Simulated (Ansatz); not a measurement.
# CH3AlS (SMILES [CH2]1[AlH][S]1): what the fields show

Input file:

```
crystal:
  periodic: [false, false, false]
  atoms:
    - { symbol: C, position_ang: [-0.26983, -0.08569, -0.76246] }
    - { symbol: Al, position_ang: [0.26567, 0.48882, 1.01502] }
    - { symbol: S, position_ang: [0.53428, -1.54245, 0.39042] }
    - { symbol: H, position_ang: [-1.26425, -0.43301, -1.0397] }
    - { symbol: H, position_ang: [0.34991, -0.02999, -1.65644] }
    - { symbol: H, position_ang: [0.38421, 1.60232, 2.05315] }
basis:
  gaussian: { orbitals: def2-SVP }
hamiltonian:
  xc: pbe0
  dispersion: d4
relax:
  f_tol: 0.02
  max_steps: 40
scf:
  lower_state_search: "off"
output:
  orbitals: {}
```

Run with:

```sh
ansatz run input.yaml --threads 1 --pin off --max-ram 2048MiB --backend cpu --events-out ev --progress --plain --runs-dir out
```

The fields are those of the relaxed geometry.

Method: RKS PBE0-D4/def2-SVP (Ansatz 0.2.0).

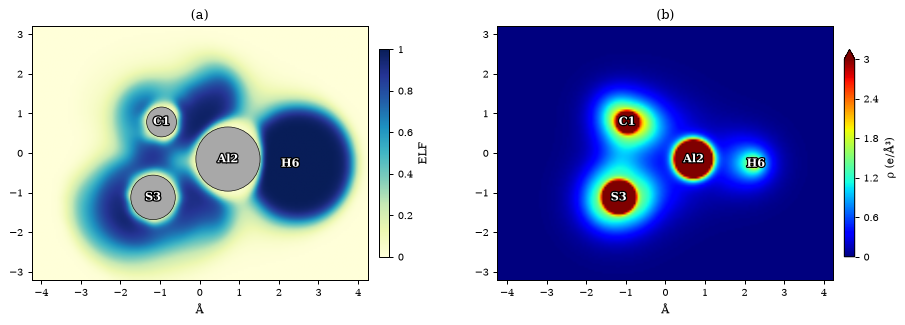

Figure 1. (a) ELF; (b) total electron density on the plane of atoms S3, Al2 and H6. Grey discs cover the atomic cores in the ELF map.

Question: What does the map show?

Answer: The section cuts through C, Al, S and H sites. C–S (1.92 Å): ρ at the midpoint is about 0.99 e/Å³; the ELF peaks at about 0.85 between the atoms (a covalent bond). C–Al (1.92 Å): ρ at the midpoint is about 0.7 e/Å³; the ELF peaks at about 0.90 between the atoms (a polar covalent bond). Al–S (2.13 Å): ρ is about 0.66 e/Å³ halfway; the ELF peaks at about 0.80 in the valence shell of S, 0.9 Å from its nucleus, and is about 0.70 at the midpoint. Al–H (1.57 Å): ρ at the midpoint is about 0.55 e/Å³; the ELF climbs to about 1 towards the hydrogen. The ELF also peaks beside S3, away from the bonds: lone-pair regions.

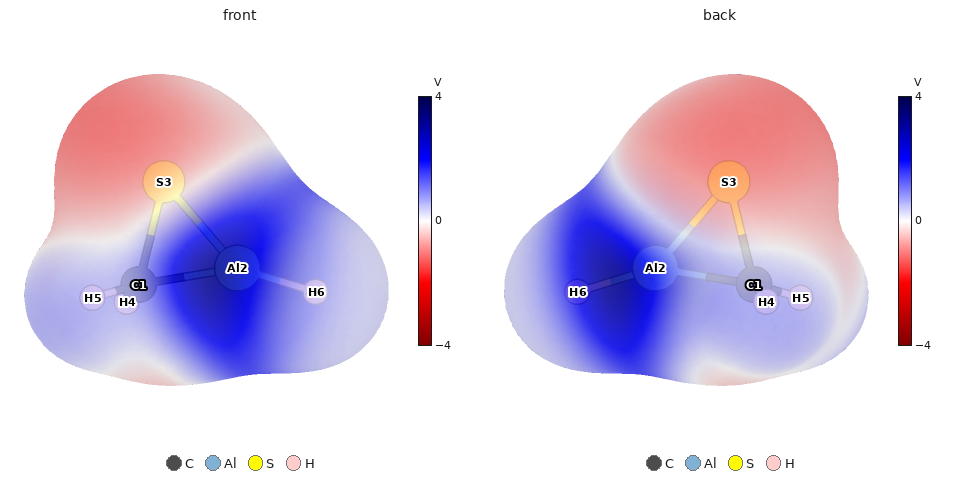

Figure 2. The molecular electrostatic potential painted on the density surface at 0.002 e/bohr³, seen from the front and from behind; the colour scale runs from red (negative) to blue (positive).

Question: Where is the surface potential most negative and most positive?

Answer: The most negative region (about −1.0 V) lies over S3, the most positive (about +3.2 V) over Al2.
